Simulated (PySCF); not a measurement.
```xyz
22

Si    2.9506    0.6310    0.8911
C     1.6507   -0.5147    0.1413
C     0.2323   -0.3805    0.6981
C    -0.6863   -1.4581    0.1016
O    -1.9909   -1.4551    0.6080
C    -2.8056   -0.4091    0.1458
C    -2.4302    0.9498    0.7357
Si   -0.6005    1.3068    0.4364
H     4.3002    0.2859    0.3464
H     2.6615    2.0619    0.5654
H     2.9789    0.4854    2.3800
H     1.6540   -0.3453   -0.9513
H     2.0159   -1.5503    0.2817
H     0.2463   -0.5448    1.7920
H    -0.7015   -1.3570   -1.0060
H    -0.2688   -2.4555    0.3233
H    -2.7707   -0.3643   -0.9635
H    -3.8358   -0.6817    0.4242
H    -3.0720    1.7427    0.3182
H    -2.6047    0.9327    1.8251
H    -0.0785    2.3566    1.3648
H    -0.3691    1.7546   -0.9764
```

Geometry: PBE0-D3(BJ)/def2-SVP.

Theory: PySCF 2.14.0, PBE0/pcSseg-1, SCF density, gas phase, non-relativistic.

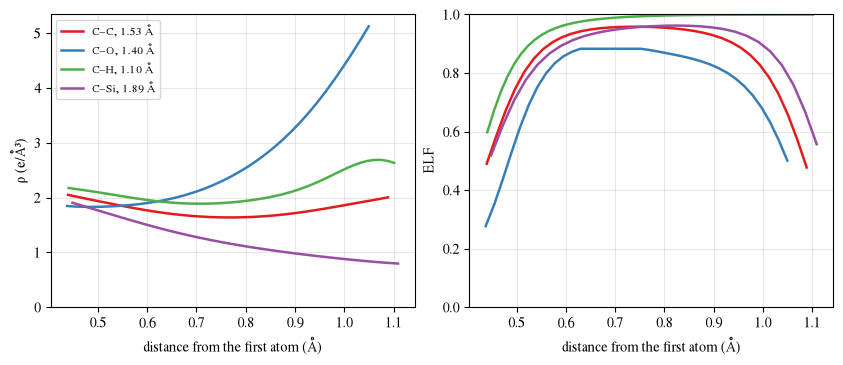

C5H14OSi2. Electron density and electron localisation function along straight lines between neighbouring atoms. The curves leave out the atomic cores.

Q: Compare the contacts.

A: C–C (1.53 Å): ρ at the midpoint is about 1.6 e/Å³; the ELF peaks at about 0.95 between the atoms, as expected for localised, covalent bonding.
C–O (1.40 Å): the density is about 2.1 e/Å³ at the midpoint, with its minimum of 1.8 e/Å³ about 0.5 Å from C; the ELF peaks at about 0.90 between the atoms; a shared but strongly polarised pair.
C–H (1.10 Å): ρ at the midpoint is about 2 e/Å³; the ELF climbs to about 1 towards the hydrogen, as it does in any bond to H; an ordinary covalent bond to hydrogen.
C–Si (1.89 Å): ρ at the midpoint is about 0.93 e/Å³; the ELF peaks at about 0.95 between the atoms (localised, covalent bonding).
